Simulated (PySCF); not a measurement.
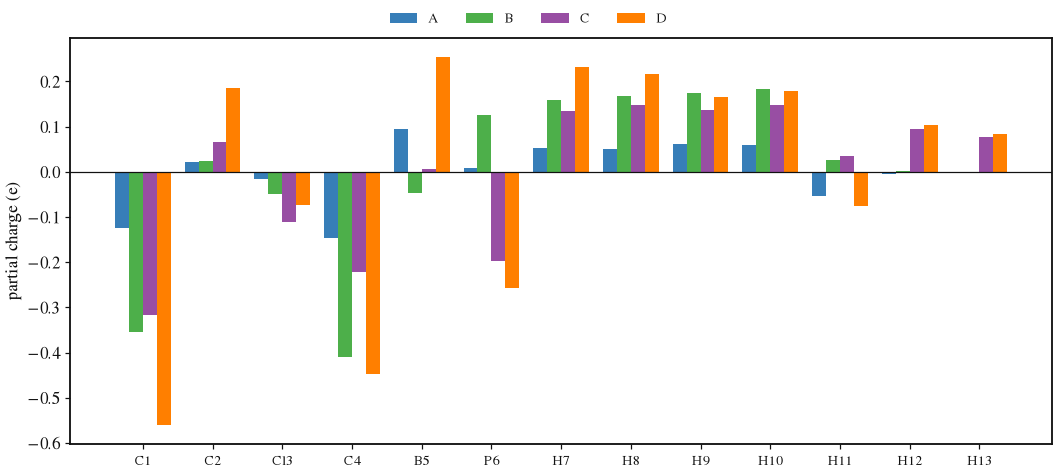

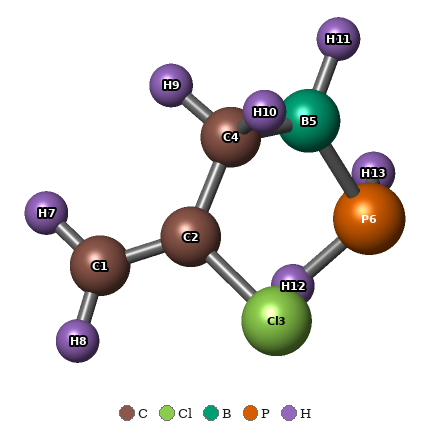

Atomic charges of C₃H₇BClP, SMILES C=C(Cl)CBP by 4 schemes, PBE0/def2-TZVP in PySCF 2.14.0, at a PBE0-D3(BJ)/def2-SVP geometry (no frequency check).

**The schemes are ESP fit, Hirshfeld, IAO and Mulliken. Which series is which?**

A: Hirshfeld (P6 0.01 e); B: IAO (P6 0.12 e); C: Mulliken (P6 −0.20 e); D: ESP fit (P6 −0.26 e).

Caveats: one conformer of a flexible molecule.
